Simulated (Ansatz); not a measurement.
# BN: pressure series

Base system: BN in the wurtzite structure (space group P6_3mc, No. 186; a = 2.5232 Å, c = 4.1751 Å).

Cell and atoms are relaxed at each pressure.

Calculations: Kohn–Sham DFT with the LDA functional, run in Ansatz (an electronic-structure program) with PAW and 420 eV plane waves, no spin-orbit coupling.

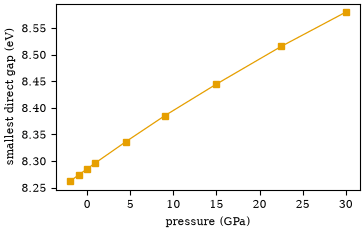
Figure. Smallest direct gap against pressure

```
pressure (GPa)  smallest direct gap
--------------  -------------------
-2                          8.26 eV
-1                          8.27 eV
0.9                         8.30 eV
4.5                         8.34 eV
9                           8.39 eV
15                          8.44 eV
22.5                        8.52 eV
30                          8.58 eV
```

Load acts through the strain it causes; cell and atoms are relaxed under it. No phonon test of stability was made. No other phases were tried under pressure.
